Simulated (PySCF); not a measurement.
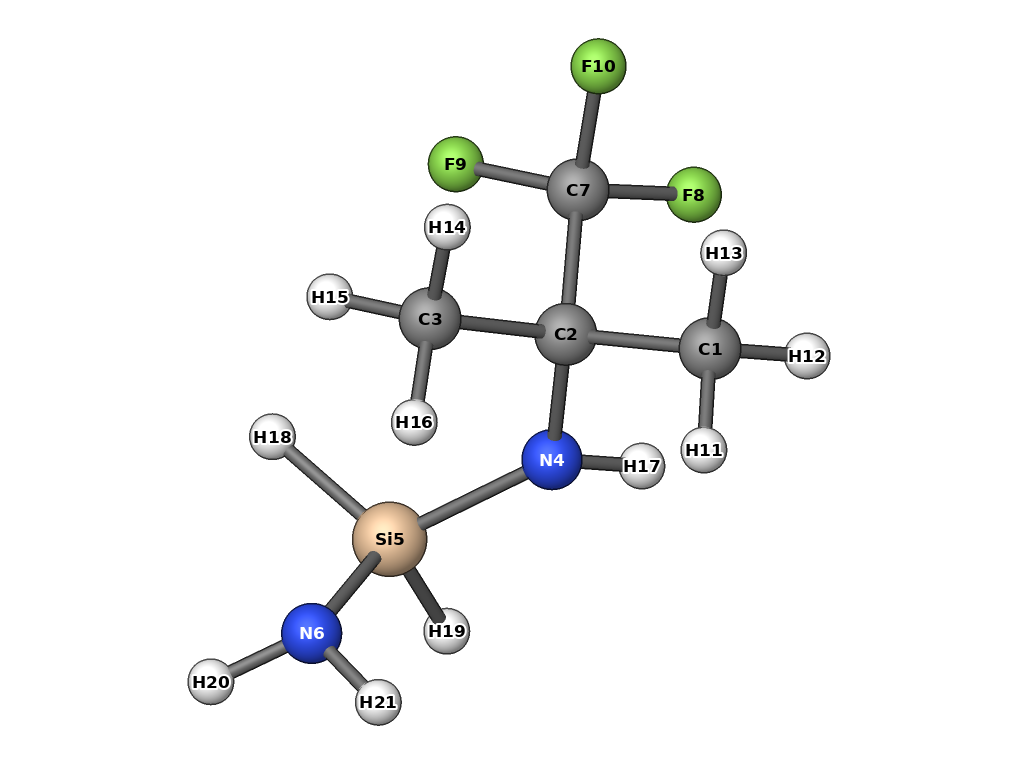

The questions are on Mulliken charges. Computed geometry: GFN2-xTB optimisation. No frequency run is at hand to confirm it as a minimum. Properties computed with PBE0/pcSseg-1, gas phase (PySCF 2.14.0).

List the Mulliken charges.

```
atom  value (e)
  C1      −0.14
  C2      −0.41
  C3      −0.17
  N4      −0.62
 Si5       0.82
  N6      −0.63
  C7       0.89
  F8      −0.28
  F9      −0.27
 F10      −0.27
 H11       0.12
 H12       0.12
 H13       0.12
 H14       0.13
 H15       0.14
 H16       0.14
 H17       0.20
 H18      −0.11
 H19      −0.14
 H20       0.19
 H21       0.19
```

Mulliken values depend strongly on the basis set and can even reverse the polarity of a bond. The geometry is semi-empirical. Around Si such bond lengths and angles can be off by a tenth of an ångström or more and by several degrees, and values that hang on the shape move with them.
